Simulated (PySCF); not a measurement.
SMILES Cl[Si](Cl)O[Si](Cl)(Cl)Cl, doublet at its PBE0/def2-SVP optimised geometry (Å):

```
8

Cl     1.7073     0.5685    -2.0878
Si     1.6691    -0.4175    -0.2771
Cl     2.1879     0.8817     1.2352
O      0.1361    -0.9579     0.0000
Si    -1.4969    -0.9579     0.0000
Cl    -2.1453    -1.9243     1.6677
Cl    -2.1710    -1.9278    -1.6573
Cl    -2.1879     0.9579     0.0000
```

Method: unrestricted PBE0/def2-TZVP (PySCF). Cells within 0.4 Å of a nucleus heavier than hydrogen are left out (blank, or x).

Map of the Laplacian of the electron density (e/bohr⁵) on the plane z = 1.0 Å:

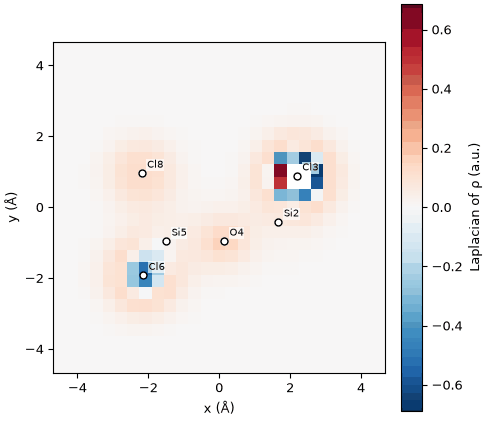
*Laplacian of the electron density (e/bohr⁵) on the plane z = 1.0 Å.*
